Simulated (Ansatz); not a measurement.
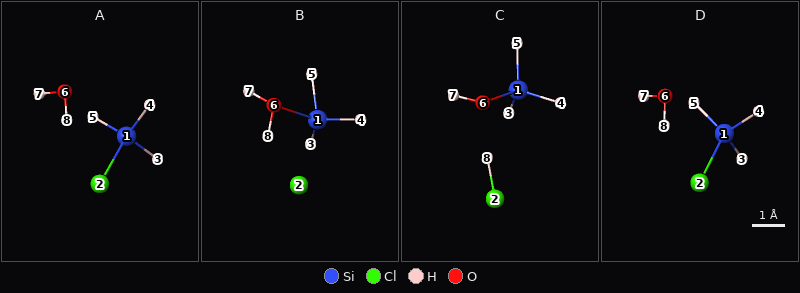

4 geometries from a converged minimum-energy path of SiH$_{5}$OCl, made up at the start of SiH$_{3}$Cl and H2O, shuffled. A ball-and-stick model, seen from a free direction.

Method: RKS PBE/def2-SVP (Ansatz). Set-up: 5 movable images; climbing image; force threshold 0.05 eV/Å; iteration limit 60; starting path through a guess of the saddle point.

Which of them lies highest in energy?

Answer. B. In order along the path, whose images run from 0 to 6: A (image 0, 0.00 eV), D (image 1, +0.12 eV), B (image 3, +0.77 eV), C (image 6, +0.04 eV). Breaking: O6–H8 (0.98 → 1.04 at the top → 1.78 Å), Si1–Cl2 (2.11 → 2.45 at the top → 3.87 Å). Forming: Cl2–H8 (2.47 → 1.87 at the top → 1.32 Å), Si1–O6 (3.02 → 1.94 at the top → 1.71 Å).

Limits of the set-up: the start holds two separate molecules, 2.5 Å apart at their closest, whose relative position is a soft coordinate and is computed without a dispersion correction.

The run took 2.4 min on 1 thread of Arm Neoverse V1 (shared host), peak memory 0.15 GiB.
